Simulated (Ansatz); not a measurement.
```xyz
7

Ga   -2.5595    0.9863   -1.5000
Ge    0.7000    0.9644   -0.7597
N    -1.0601    0.5241   -0.4607
H    -1.1967   -0.0391    0.3801
H     1.2893    1.8036    0.3959
H     0.7126    1.8035   -2.0540
H     1.5826   -0.2882   -0.9573
```

Geometry: PBE0-D3(BJ)/def2-SVP.

These are results of Ansatz, isolated molecule in a Gaussian basis; Kohn-Sham density functional theory, functional PBE0, not measurements.

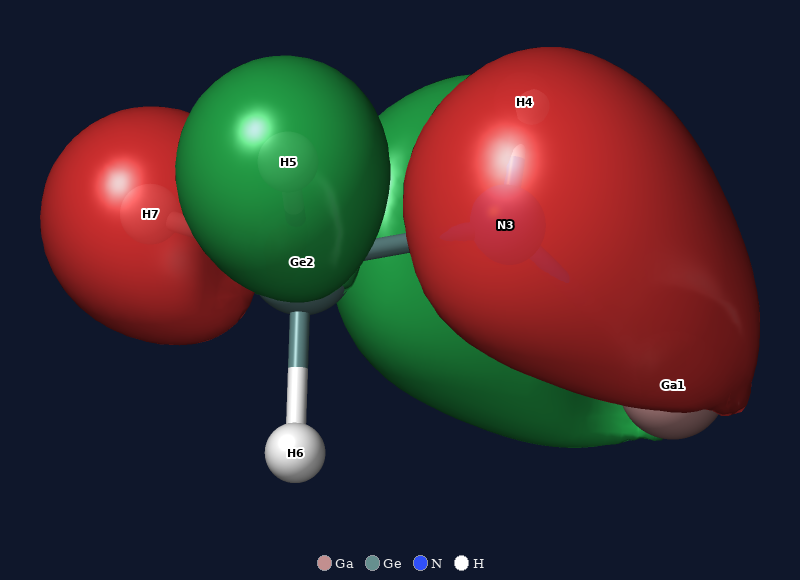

GaGeH$_{4}$N (SMILES [Ga][NH][GeH3]). The HOMO−1 at ±0.08 Å⁻³ᐟ² (green and red are the two phases), seen at a tilt.

Question: Where does this orbital lie, and at what energy?

Answer: It lies mainly on N3 (about 60 %), Ga1 (about 15 %) and Ge2 (about 10 %). Its energy is −7.11 eV.
